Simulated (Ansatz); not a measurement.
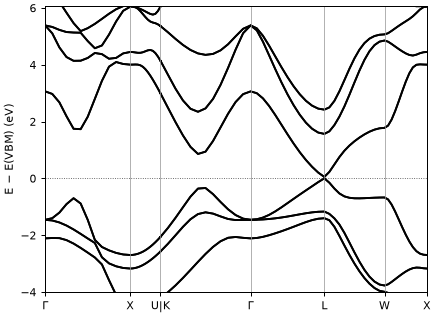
Figure: Band structure from PBE with spin–orbit coupling in the plane-wave PAW code Ansatz

Question: Read off the gap and where the band edges lie.

Answer: About 0.1 eV (0.05 eV by a search for the band edges); maximum at L, minimum at L.

The material is PbSe (rock salt, Fm-3m).

Symmetry was held in the PBE relaxation; of distortions, only those at the zone centre were tested.

Potentials: the later of the program's two PAW sets.
